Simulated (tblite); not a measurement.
## Run report: C₅H₁₁F₂NSi, geometry relaxation (part 1 of 4)

The run: geometry relaxation of C₅H₁₁F₂NSi, SMILES FC(F)[SiH2]N1CCCC1. Method and program: GFN2-xTB geometry optimisation, gas phase (tblite 0.8.0).

It belongs to a series of runs on one base structure; here: H on Si replaced by CHF2.

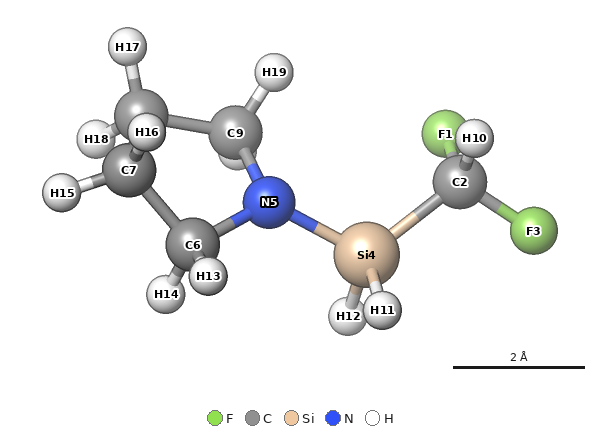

Fig. 1: The structure as given in the input (ball-and-stick view, seen at a tilt; atoms are numbered from 1 in the order of the input). Bond lengths as drawn: C–C 1.51 to 1.52 Å, C–F 1.35 to 1.38 Å, C–H 1.09 to 1.11 Å, C–N 1.46 to 1.48 Å, C–Si 1.84 Å, H–Si 1.49 Å and N–Si 1.72 Å.

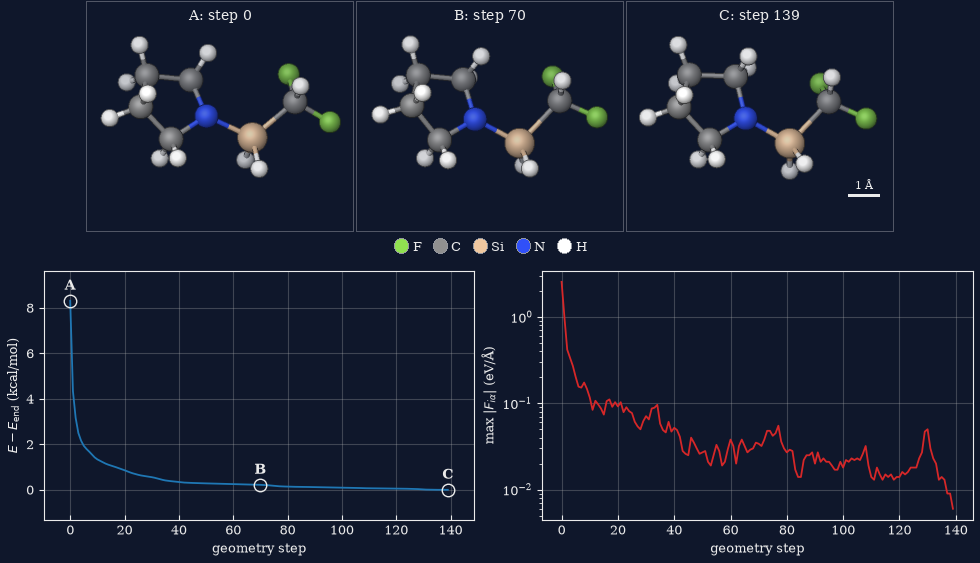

Fig. 2: Frames of the relaxation (ball-and-stick view, seen at a tilt) above the curves, on which the letters mark them (steps are counted from 0).

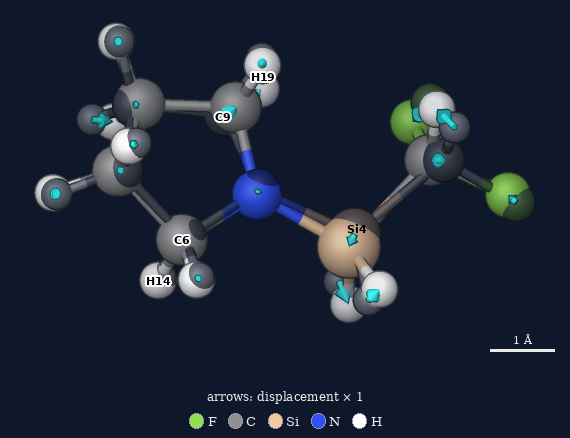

Fig. 3: Start (faint) and end (solid) with the displacements as teal arrows, at true length (ball-and-stick view, seen at a tilt). The two geometries are laid on each other by the best rigid fit. H20 moves most after the best rigid fit: 0.84 Å. By element the largest moves are H 0.84 Å, F 0.62 Å, C 0.39 Å, Si 0.22 Å, N 0.09 Å. Among the contacts that change: C2–Si4 1.841 → 1.930 Å, Si4–H11 1.494 → 1.467 Å, Si4–N5 1.723 → 1.702 Å, C7–C8 1.506 → 1.526 Å. Among the angles that change: N5–Si4–H12 105.3° → 116.2°, C2–Si4–N5 115.1° → 105.5°, C2–Si4–H12 113.1° → 105.9°. The energy falls by 8.32 kcal/mol in 139 geometry steps. Largest force component: 2.6 eV/Å at the start, 0.006 eV/Å at the end. (Atoms are counted from 1 in the order of the input.)

The input and output of the run follow.

## Input
```
{"job": {"kind": "relax", "xc": "GFN2-xTB", "basis": "xTB"}, "charge": 0, "multiplicity": 1}
F      2.600900     1.035100    -1.725300
C      2.825600     0.998300    -0.392900
F      4.165200     0.708400    -0.242000
Si     1.803200    -0.305200     0.409500
N      0.099800    -0.082200     0.279700
C     -0.887600    -0.794400     1.091100
C     -2.198900    -0.147400     0.704400
C     -2.050700     0.059800    -0.780200
C     -0.553100     0.215500    -1.009000
H      2.647300     1.990400     0.030200
H      2.063500    -0.385700     1.878300
H      2.063000    -1.670600    -0.133500
H     -0.703000    -0.676900     2.177700
H     -0.888300    -1.865300     0.850000
H     -3.065500    -0.764600     0.964100
H     -2.317300     0.818400     1.224000
H     -2.628000     0.924000    -1.128800
H     -2.421400    -0.836100    -1.319100
H     -0.332700     1.247800    -1.318200
H     -0.227300    -0.458500    -1.802100
```

The first line tells a small driver script what to run in tblite; the rest is the geometry in Å.

Launched with:
```bash
OMP_NUM_THREADS=1 python <driver script> task.json out
```

## What the program printed
```
step      E/eV     max force
  0    -828.66229    3.567
  1    -828.83452    1.296
  2    -828.88552    0.533
  3    -828.91466    0.446
  4    -828.92916    0.341
  5    -828.93896    0.267
  6    -828.94497    0.201
  7    -828.95007    0.191
  8    -828.95553    0.216
  9    -828.96102    0.208
 10    -828.96486    0.130
 11    -828.96761    0.099
 12    -828.97025    0.119
 13    -828.97284    0.120
 14    -828.97491    0.095
 15    -828.97654    0.105
 16    -828.97819    0.129
 17    -828.98001    0.119
 18    -828.98184    0.093
 19    -828.98364    0.104
 20    -828.98556    0.095
 21    -828.98759    0.116
 22    -828.98958    0.094
 23    -828.99135    0.098
 24    -828.99286    0.087
 25    -828.99422    0.085
 26    -828.99541    0.077
 27    -828.99635    0.061
 28    -828.99712    0.064
 29    -828.99788    0.062
 30    -828.99875    0.073
 31    -828.99979    0.080
 32    -829.00105    0.098
 33    -829.00248    0.106
 34    -829.00387    0.104
 35    -829.00497    0.059
 36    -829.00574    0.057
 37    -829.00632    0.054
 38    -829.00690    0.064
 39    -829.00755    0.058
 40    -829.00816    0.056
 41    -829.00867    0.054
 42    -829.00907    0.047
 43    -829.00935    0.032
 44    -829.00957    0.027
 45    -829.00976    0.030
 46    -829.00996    0.040
 47    -829.01016    0.038
 48    -829.01033    0.030
 49    -829.01046    0.027
 50    -829.01059    0.030
 51    -829.01072    0.031
 52    -829.01083    0.022
 53    -829.01092    0.023
 54    -829.01101    0.027
 55    -829.01111    0.033
 56    -829.01122    0.028
 57    -829.01133    0.020
 58    -829.01143    0.023
 59    -829.01155    0.030
 60    -829.01171    0.039
 61    -829.01187    0.033
 62    -829.01201    0.023
 63    -829.01212    0.032
 64    -829.01225    0.038
 65    -829.01241    0.033
 66    -829.01259    0.028
 67    -829.01278    0.032
 68    -829.01297    0.032
 69    -829.01317    0.038
 70    -829.01338    0.035
 71    -829.01361    0.043
 72    -829.01389    0.047
 73    -829.01425    0.048
 74    -829.01474    0.049
 75    -829.01526    0.053
 76    -829.01578    0.046
 77    -829.01614    0.057
 78    -829.01642    0.036
 79    -829.01658    0.030
 80    -829.01676    0.027
 81    -829.01691    0.031
 82    -829.01708    0.030
 83    -829.01715    0.021
 84    -829.01719    0.018
 85    -829.01723    0.016
 86    -829.01730    0.023
 87    -829.01740    0.026
 88    -829.01751    0.026
 89    -829.01761    0.028
 90    -829.01770    0.024
 91    -829.01780    0.029
 92    -829.01792    0.023
 93    -829.01806    0.025
 94    -829.01818    0.021
 95    -829.01827    0.021
 96    -829.01836    0.020
 97    -829.01844    0.020
 98    -829.01852    0.018
 99    -829.01861    0.022
100    -829.01869    0.018
101    -829.01877    0.023
102    -829.01886    0.022
103    -829.01898    0.026
104    -829.01911    0.023
105    -829.01923    0.023
106    -829.01936    0.024
107    -829.01951    0.032
108    -829.01973    0.038
109    -829.01985    0.023
110    -829.01994    0.018
111    -829.01999    0.016
112    -829.02005    0.019
113    -829.02010    0.016
114    -829.02016    0.014
115    -829.02021    0.015
116    -829.02026    0.016
117    -829.02032    0.016
118    -829.02036    0.015
119    -829.02041    0.017
120    -829.02047    0.017
121    -829.02053    0.019
122    -829.02063    0.019
123    -829.02074    0.022
124    -829.02087    0.025
125    -829.02098    0.023
126    -829.02110    0.025
127    -829.02125    0.030
128    -829.02147    0.031
129    -829.02180    0.052
130    -829.02208    0.051
131    -829.02243    0.034
132    -829.02257    0.024
133    -829.02267    0.021
134    -829.02275    0.017
135    -829.02281    0.019
136    -829.02284    0.017
137    -829.02286    0.012
138    -829.02288    0.011
139    -829.02290    0.009
```

## Trajectory as extended XYZ (Å, eV, eV/Å), 41 of the 140 frames kept, from step=0 to step=139
```
20
Properties=species:S:1:pos:R:3:forces:R:3 step=0 energy=-828.66229
F     2.6009    1.0351   -1.7253    0.0660   0.2670  -0.3340
C     2.8256    0.9983   -0.3929    0.9780   0.6110  -0.3390
F     4.1652    0.7084   -0.2420   -0.4310   0.2390  -0.0480
Si    1.8032   -0.3052    0.4095   -1.8010  -2.5560   1.7160
N     0.0998   -0.0822    0.2797   -0.2120   0.2470  -0.2880
C    -0.8876   -0.7944    1.0911    0.5100   0.1810   0.5500
C    -2.1989   -0.1474    0.7044   -0.5510   0.2310   0.6620
C    -2.0507    0.0598   -0.7802   -0.7000  -0.3640  -0.7640
C    -0.5531    0.2155   -1.0090    0.2150   0.4650   0.1300
H     2.6473    1.9904    0.0302    0.2220   0.2930  -0.1990
H     2.0635   -0.3857    1.8783    0.0510   0.2570  -0.5030
H     2.0630   -1.6706   -0.1335    0.4150   0.3900  -0.0850
H    -0.7030   -0.6769    2.1777    0.2370  -0.0860  -0.6000
H    -0.8883   -1.8653    0.8500   -0.0020   0.0420   0.0280
H    -3.0655   -0.7646    0.9641    0.1650   0.0570  -0.0490
H    -2.3173    0.8184    1.2240    0.1480  -0.2880  -0.1640
H    -2.6280    0.9240   -1.1288    0.1720  -0.1870  -0.0060
H    -2.4214   -0.8361   -1.3191    0.1380   0.4410   0.2130
H    -0.3327    1.2478   -1.3182    0.2080  -0.2240   0.1040
H    -0.2273   -0.4585   -1.8021    0.1720  -0.0160  -0.0230
20
Properties=species:S:1:pos:R:3:forces:R:3 step=3 energy=-828.91466
F     2.6064    1.0504   -1.7390    0.0270   0.0470   0.1860
C     2.8281    0.9942   -0.3894   -0.3060  -0.1260   0.0530
F     4.1562    0.7192   -0.2443   -0.1630   0.0040   0.0220
Si    1.7458   -0.3894    0.4611    0.0390   0.0970  -0.1990
N     0.0792   -0.0701    0.2752   -0.0740   0.0630   0.0560
C    -0.8831   -0.7857    1.0957   -0.1630  -0.0070  -0.0150
C    -2.2098   -0.1457    0.7164   -0.0660   0.0010  -0.0360
C    -2.0656    0.0538   -0.7892    0.0040   0.0250   0.0230
C    -0.5562    0.2245   -1.0094   -0.0580   0.0220  -0.0280
H     2.6611    2.0066    0.0166    0.0760  -0.0980  -0.1600
H     2.0680   -0.3729    1.8717    0.0520   0.0860   0.2750
H     2.0915   -1.6659   -0.1438    0.3380  -0.2350  -0.1720
H    -0.6816   -0.6785    2.1604    0.2500   0.0350  -0.0440
H    -0.8884   -1.8583    0.8535   -0.0250   0.0410   0.0120
H    -3.0644   -0.7668    0.9664   -0.0540  -0.0490   0.0670
H    -2.3115    0.8140    1.2207    0.0170   0.0340   0.0140
H    -2.6245    0.9191   -1.1339   -0.0440   0.0120  -0.0730
H    -2.4212   -0.8279   -1.3176   -0.0590  -0.0320  -0.0450
H    -0.3178    1.2444   -1.3136    0.1310   0.0270   0.0310
H    -0.2174   -0.4545   -1.7993    0.0780   0.0550   0.0330
20
Properties=species:S:1:pos:R:3:forces:R:3 step=7 energy=-828.95007
F     2.6025    1.0556   -1.7286   -0.1170  -0.0670  -0.1090
C     2.8000    0.9831   -0.3831    0.0290   0.0310  -0.0290
F     4.1294    0.7136   -0.2364   -0.0160  -0.1380   0.0820
Si    1.7413   -0.4069    0.4585    0.0160  -0.1110   0.0660
N     0.0722   -0.0646    0.2798    0.0790  -0.0900  -0.0430
C    -0.8938   -0.7825    1.0957    0.0910   0.0110  -0.0110
C    -2.2215   -0.1441    0.7165    0.0440   0.0080   0.0170
C    -2.0714    0.0555   -0.7922    0.0110   0.0100   0.0060
C    -0.5596    0.2304   -1.0092    0.0430   0.0060   0.0330
H     2.6653    2.0014   -0.0005   -0.1360   0.0640   0.0900
H     2.0708   -0.3582    1.8897   -0.0540   0.0160  -0.1520
H     2.1456   -1.6846   -0.1639    0.1270   0.1340   0.0500
H    -0.6446   -0.6734    2.1505    0.0100   0.0170  -0.0050
H    -0.8946   -1.8539    0.8545   -0.0500  -0.0020  -0.0050
H    -3.0724   -0.7712    0.9758    0.0000   0.0510   0.0020
H    -2.3108    0.8175    1.2212   -0.0520   0.0050  -0.0110
H    -2.6308    0.9189   -1.1453   -0.0190  -0.0110  -0.0200
H    -2.4285   -0.8281   -1.3225    0.0080   0.0270   0.0000
H    -0.2986    1.2480   -1.3079   -0.0090   0.0130   0.0320
H    -0.2056   -0.4458   -1.7944   -0.0040   0.0250   0.0060
20
Properties=species:S:1:pos:R:3:forces:R:3 step=10 energy=-828.96486
F     2.5808    1.0451   -1.7324    0.0190  -0.0120   0.0130
C     2.7846    0.9829   -0.3847   -0.0690  -0.0510   0.0180
F     4.1062    0.6864   -0.2184    0.0040   0.0310  -0.0510
Si    1.7510   -0.4193    0.4552   -0.1170  -0.0410  -0.0080
N     0.0834   -0.0779    0.2763   -0.0710  -0.0570  -0.0660
C    -0.8885   -0.7809    1.0952   -0.0190  -0.0100  -0.0090
C    -2.2216   -0.1407    0.7181    0.0820   0.0220   0.0060
C    -2.0714    0.0588   -0.7935    0.0580   0.0050   0.0500
C    -0.5544    0.2346   -1.0046   -0.0290  -0.0190  -0.0520
H     2.6440    2.0010    0.0029   -0.0320  -0.0160  -0.0070
H     2.0635   -0.3478    1.8810   -0.0030  -0.0130  -0.0080
H     2.2006   -1.6779   -0.1682    0.0850   0.0840   0.0500
H    -0.6217   -0.6670    2.1454   -0.0730  -0.0210   0.0050
H    -0.9071   -1.8529    0.8541   -0.0090   0.0130   0.0330
H    -3.0765   -0.7650    0.9818    0.0930   0.0520  -0.0390
H    -2.3194    0.8214    1.2202    0.0000   0.0120  -0.0080
H    -2.6378    0.9174   -1.1545    0.0650  -0.0250   0.0430
H    -2.4311   -0.8244   -1.3252    0.0680   0.0260   0.0320
H    -0.2898    1.2531   -1.2987   -0.0330   0.0080   0.0560
H    -0.2000   -0.4365   -1.7919   -0.0200   0.0120  -0.0580
20
Properties=species:S:1:pos:R:3:forces:R:3 step=14 energy=-828.97491
F     2.5687    1.0351   -1.7316   -0.0180   0.0020  -0.0140
C     2.7642    0.9748   -0.3832    0.0250   0.0170  -0.0260
F     4.0866    0.6763   -0.2169   -0.0090   0.0580  -0.0190
Si    1.7417   -0.4299    0.4526    0.0870   0.0210   0.0320
N     0.0805   -0.0990    0.2627    0.0420  -0.0200   0.0260
C    -0.8889   -0.7825    1.0949   -0.0190  -0.0170   0.0080
C    -2.2110   -0.1315    0.7197   -0.0600   0.0200  -0.0120
C    -2.0628    0.0616   -0.7895   -0.0310  -0.0010  -0.0470
C    -0.5537    0.2344   -1.0108    0.0290   0.0000   0.0070
H     2.6222    1.9936    0.0028   -0.0130  -0.0260  -0.0150
H     2.0565   -0.3445    1.8750   -0.0200  -0.0220   0.0490
H     2.2570   -1.6605   -0.1616    0.0330  -0.0470   0.0100
H    -0.6214   -0.6666    2.1441   -0.0220   0.0000   0.0130
H    -0.9186   -1.8540    0.8611   -0.0290  -0.0500   0.0290
H    -3.0636   -0.7532    0.9786   -0.0530  -0.0350   0.0040
H    -2.3216    0.8294    1.2194    0.0780   0.0440   0.0160
H    -2.6298    0.9151   -1.1515    0.0020   0.0670   0.0010
H    -2.4193   -0.8202   -1.3199   -0.0020  -0.0660   0.0130
H    -0.2906    1.2591   -1.2814    0.0010   0.0120   0.0050
H    -0.2011   -0.4268   -1.8065   -0.0210   0.0430  -0.0800
20
Properties=species:S:1:pos:R:3:forces:R:3 step=17 energy=-828.98001
F     2.5604    1.0303   -1.7332   -0.0410   0.0040  -0.0650
C     2.7560    0.9719   -0.3861    0.0230   0.0180  -0.0280
F     4.0779    0.6824   -0.2211    0.0940   0.0360  -0.0050
Si    1.7479   -0.4323    0.4549   -0.0080  -0.1110   0.0430
N     0.0836   -0.1147    0.2581    0.0150  -0.0520  -0.0210
C    -0.8931   -0.7865    1.0953    0.0180  -0.0100  -0.0190
C    -2.2119   -0.1243    0.7185    0.0310  -0.0440   0.0040
C    -2.0613    0.0631   -0.7924    0.0020   0.0020   0.0300
C    -0.5504    0.2336   -1.0139   -0.0130   0.0070   0.0260
H     2.6087    1.9864    0.0002   -0.0300   0.0770   0.0080
H     2.0499   -0.3472    1.8813   -0.0130  -0.0100   0.0220
H     2.2906   -1.6580   -0.1548   -0.0120  -0.0050   0.0400
H    -0.6274   -0.6670    2.1455   -0.0080   0.0050  -0.0230
H    -0.9293   -1.8615    0.8703   -0.0350   0.0140   0.0190
H    -3.0634   -0.7504    0.9765   -0.0430   0.0580   0.0090
H    -2.3098    0.8394    1.2206    0.0370  -0.0460  -0.0320
H    -2.6237    0.9231   -1.1494   -0.0040  -0.0250  -0.0470
H    -2.4126   -0.8272   -1.3144   -0.0350   0.0280   0.0020
H    -0.2917    1.2638   -1.2707    0.0230  -0.0130   0.0120
H    -0.2056   -0.4142   -1.8271   -0.0010   0.0670   0.0260
```
